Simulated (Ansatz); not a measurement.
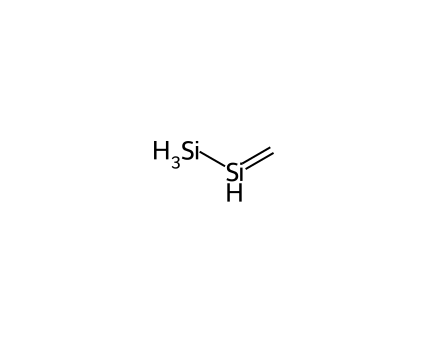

The geometry was computed by an optimisation with PBE0-D4/def2-TZVP. No frequency run is at hand to confirm it as a minimum. Level of theory: RKS PBE0-D4/def2-TZVPP (Ansatz 0.2.0).

Give the HOMO energy (Kohn–Sham orbital) at this level.

−6.61 eV.

Give the dispersion correction at this level.

−15.0 kJ/mol.

What is the HOMO–LUMO gap?

5.08 eV.
